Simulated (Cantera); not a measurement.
A closed system holds: 1 mol Si3N4, 0.65 mol O2, 39 mol N2, 4 mol H2O, equilibrated at 10.0 mbar.

Cantera equilibrium calculation (NASA polynomials, part measured and part estimated; ideal gas, pure solids and liquids). Candidate condensed phases: H2O, Si, SiO2, Si2N2O, Si3N4; 35 gas species. Mutual solubility and eutectic melting of coexisting phases are not modelled. The tables hold silica as quartz up to 1696 K and as liquid above; real silica turns to tridymite and cristobalite and melts near 1996 K. The numbers say what is thermodynamically allowed, not how fast it happens.

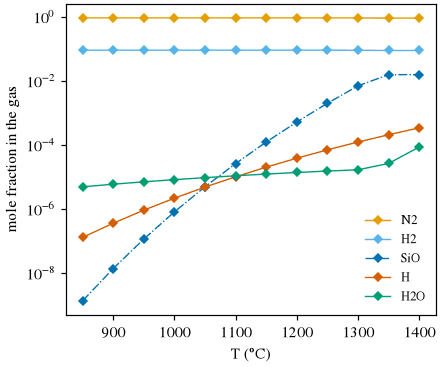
Fig. 1. Equilibrium gas composition (values under 1e-9 drawn at 1e-9)

From 850 °C to 1300 °C the condensed part is SiO2(β-quartz) + Si2N2O(s). From 1350 °C to 1400 °C the condensed part is SiO2(β-quartz).
